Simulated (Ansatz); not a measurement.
# AlSiH3Cl2 (SMILES [SiH3][Al]([Cl])[Cl]): revPBE/def2-SVP

What is the electronic atomisation energy of AlSiH3Cl2 at revPBE/def2-SVP? 

The calculation is run with Ansatz 0.2.0.

45 further runs of the same task are left out: 45 set aside as unsound or not needed. Runs told in other sessions of the task aren't counted.

## 1. The system as given

AlSiH3Cl2 has 7 atoms, charge 0, and is taken as a singlet. As SMILES, `[SiH3][Al]([Cl])[Cl]`. The shape is that of a PBE0-D4/def2-TZVP optimisation.

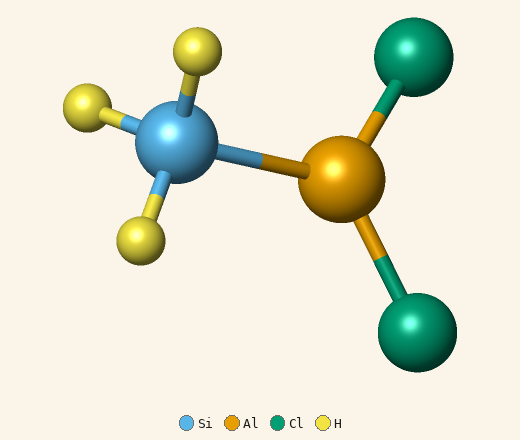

The structure, seen from a chosen angle (silicon blue, aluminium amber, chlorine teal, hydrogen yellow).

## 2. The energy at revPBE/def2-SVP

input.yaml

```yaml
crystal:
  periodic: [false, false, false]
  atoms:
    - symbol: Si
      position_ang: [-0.434800, 0.999700, -0.278300]
    - symbol: Al
      position_ang: [0.497800, -1.172400, 0.296300]
    - symbol: Cl
      position_ang: [2.290200, -1.318600, 1.363300]
    - symbol: Cl
      position_ang: [-0.432100, -2.964700, -0.245300]
    - symbol: H
      position_ang: [-1.709600, 0.853800, -1.028500]
    - symbol: H
      position_ang: [-0.687900, 1.781100, 0.962600]
    - symbol: H
      position_ang: [0.537600, 1.753200, -1.115800]
basis:
  gaussian: {orbitals: def2-SVP}
hamiltonian: {xc: {name: revPBE}}
accuracy: high
output: {orbitals: {seedname: orbitals}}
```

Launch:

```sh
$ ansatz run input.yaml --threads 1 --pin off --max-ram 2610MiB --events-out events.jsonl --progress --plain --runs-dir runs
```

What it wrote:

```text
Warning: RAYON_NUM_THREADS=1 ignored (pool sized by the plan → 1); use --threads N
Functional definition: revPBE
  name "revPBE"
  parameter kappa = 1.245
  parameter beta = 0.06672455060314922
  exchange = pbe_x(kappa = kappa, mu = beta*pi^2/3)
  correlation = pbe_c(beta = beta)
1713 factors; integrals over basis functions are off by at most 5.6e-9 eV
mean field evaluation 1: about -39550.8400 eV, gradient 2.0e1 eV
mean field evaluation 2: about -39550.6358 eV, gradient 2.2e1 eV
mean field evaluation 4: about -39552.1825 eV, gradient 8.8e-1 eV
mean field evaluation 8: about -39552.1807 eV, gradient 1.4e-2 eV
mean field evaluation 16: about -39552.1807 eV, gradient 1.6e-6 eV
mean field -39552.18067387 eV, -1453.5158303336 hartree, gradient 3.1e-8 eV, S^2 0.000000; 0 other end points of the search recorded, 0 dependent functions left out
reference -39552.18067837 eV, -1453.5158304992 hartree; 32, 32 occupied and 55, 55 virtual orbitals, 1713 factors
Total energy: -39552.18067837 eV, -1453.5158304992 hartree
```

Run time: 6.9 s. Hardware: 1 thread of Arm Neoverse V2, shared host; peak memory 0.21 GiB.

## 3. The Al atom, same level

run.yaml

```yaml
crystal:
  periodic: [false, false, false]
  atoms:
    - {symbol: Al, position_ang: [0.000000, 0.000000, 0.000000]}
basis:
  gaussian:
    orbitals: def2-SVP
magnetization:
  spin_polarized: true
  initial_magnetization: 1
accuracy: high
hamiltonian:
  xc: {name: revPBE}
```

Run the same way, it converges to -242.22876 Eh (log not shown).

## 4. The Cl atom

run.yaml

```yaml
basis:
  gaussian:
    orbitals: def2-SVP
crystal:
  periodic: [false, false, false]
  atoms:
    - {symbol: Cl, position_ang: [0.000000, 0.000000, 0.000000]}
magnetization:
  spin_polarized: true
  initial_magnetization: 1
hamiltonian:
  xc: {name: revPBE}
accuracy: high
```

Launch:

```sh
$ ansatz run run.yaml --threads 1 --pin off --max-ram 2610MiB --events-out events.jsonl --progress --plain --runs-dir runs
```

What it wrote, cut to the lines that bear on the results:

```text
Warning: RAYON_NUM_THREADS=1 ignored (pool sized by the plan → 1); use --threads N
[... 6 set-up lines as earlier in the session ...]
134 factors; integrals over basis functions are off by at most 2.6e-9 eV
mean field evaluation 1: about -12514.5871 eV, gradient 3.3e0 eV
mean field evaluation 2: about -12514.6454 eV, gradient 1.4e0 eV
mean field evaluation 4: about -12514.6531 eV, gradient 3.6e-1 eV
mean field evaluation 8: about -12514.6536 eV, gradient 1.0e-4 eV
mean field evaluation 16: about -12514.6536 eV, gradient 9.3e-9 eV
mean field evaluation 32: about -12514.6538 eV, gradient 1.2e-1 eV
mean field -12514.65363042 eV, -459.9050381809 hartree, gradient 5.6e-9 eV, S^2 0.751741; 2 other end points of the search recorded, 0 dependent functions left out
reference -12514.65363159 eV, -459.9050382240 hartree; 9, 8 occupied and 9, 10 virtual orbitals, 134 factors
Total energy: -12514.65363159 eV, -459.9050382240 hartree
```

Run time: 0.99 s. Hardware: 1 thread of Arm Neoverse V2, shared host.

## 5. The H atom

job.yaml

```yaml
crystal:
  periodic: [false, false, false]
  atoms:
    - {symbol: H, position_ang: [0.000000, 0.000000, 0.000000]}
basis:
  gaussian:
    orbitals: def2-SVP
magnetization:
  spin_polarized: true
  initial_magnetization: 1
hamiltonian:
  xc: {name: revPBE}
accuracy: high
```

Run the same way, it converges to -0.50319 Eh (log not shown).

## 6. The Si atom at the same level

molecule.yaml

```yaml
crystal:
  periodic: [false, false, false]
  atoms:
    - symbol: Si
      position_ang: [0.000000, 0.000000, 0.000000]
basis:
  gaussian: {orbitals: def2-SVP}
magnetization: {spin_polarized: true, initial_magnetization: 2}
hamiltonian: {xc: {name: revPBE}}
accuracy: high
```

Run the same way, it converges to -289.21696 Eh (log not shown).

## 7. Results

At revPBE/def2-SVP:

| quantity | value |
| --- | --- |
| molecule: total energy | -1453.51583 Eh |
| molecule: HOMO energy | -7.09 eV |
| molecule: LUMO energy | -2.36 eV |
| molecule: HOMO–LUMO gap | 4.72 eV |
| Al atom: total energy | -242.22876 Eh |
| Al atom: ⟨S²⟩ | 0.753 |
| Cl atom: total energy | -459.90504 Eh |
| Cl atom: ⟨S²⟩ | 0.752 |
| H atom: total energy | -0.50319 Eh |
| H atom: ⟨S²⟩ | 0.750 |
| Si atom: total energy | -289.21696 Eh |
| Si atom: ⟨S²⟩ | 2.003 |
| electronic atomisation energy | 20.421 eV |

Taking the molecule apart into free atoms costs 20.42 eV (1970 kJ/mol), before zero-point energy and without spin-orbit coupling.
